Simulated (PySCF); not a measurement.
Vertical excitations of a molecule C₃H₈BNO from TDA-PBE/def2-SVPD in PySCF, as energy in eV (oscillator strength): 5.46 (0.031), 5.93 (0.000), 6.03 (0.000), 6.09 (0.033), 6.47 (0.411), 6.48 (0.000), 6.76 (0.005), 6.90 (0.000), 6.94 (0.002), 7.04 (0.022). Lowest triplet (TDA): 4.06 eV. Coordinates come from a PBE0-D3(BJ)/def2-SVP optimisation. One conformer was computed; it need not be the lowest.

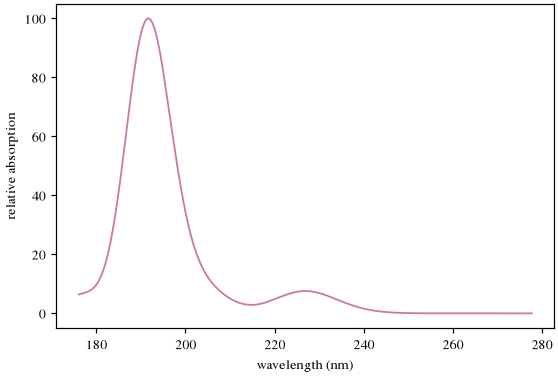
Figure: The lines broadened by 0.4 eV.

Q: Identify the compound among the candidates.
A. NB(O)C1CC1
B. CNB1CCO1
C. OB1CCCN1
D. C=CB(N)OC

A: D, C=CB(N)OC
